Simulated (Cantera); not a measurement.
Feed: 1 mol SiH4, 0.054 mol HCl, 3.8 mol H2, equilibrated at 0.133 bar.

Method: chemical equilibrium by Gibbs-energy minimisation in Cantera with the NASA 1993 tables (ideal gas, pure condensed phases). Candidate condensed phases: Si; 19 gas species. The tables' values for SiCl are old estimates; treat these amounts as uncertain. Gases not in the tables: Si2H6 and higher silanes. Equilibrium is a limit: real reactors are often held back by kinetics, nucleation or transport.

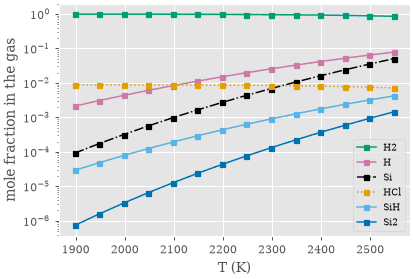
Figure. Equilibrium gas composition (values under 1e-9 drawn at 1e-9)

From 1898 K to 2548 K the condensed part is Si(l). The main Si-bearing gas is SiCl2 at 1898 K and Si at 2548 K. The share of Si in condensed phases is highest at 1898 K (99.8 %) and lowest at 2548 K (61.1 %).
